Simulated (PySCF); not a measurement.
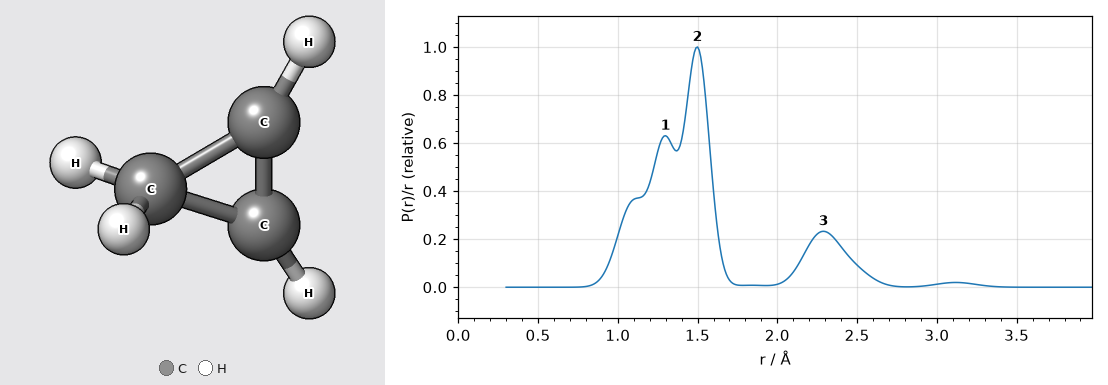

Simulated gas electron diffraction: radial distribution curve of C₃H₄. Each pair of atoms contributes with weight ZᵢZⱼ/r; damping constant 0.0015 Å²; vibrational amplitudes assumed, not computed: 0.05 Å for bonds, 0.078 Å for bonds to H, 0.06 + 0.015 r up to 0.15 Å for other pairs. The geometry is the end point of an optimisation (PySCF 2.14.0, density-fitted response routines, PBE0-D3(BJ)/def2-SVP geometry optimisation, gas phase); it may be a saddle point or a higher isomer.

Question: Which pairs of atoms lie under the numbered peaks? Mark bonded pairs by – and others by ···.

Answer: Peak 1, 1.30 Å: C–H 1.09–1.10 Å (×4), C–C 1.30 Å, not resolved
Peak 2, 1.50 Å: C–C 1.50 Å (×2)
Peak 3, 2.29 Å: C···H 2.26–2.47 Å (×8), not resolved
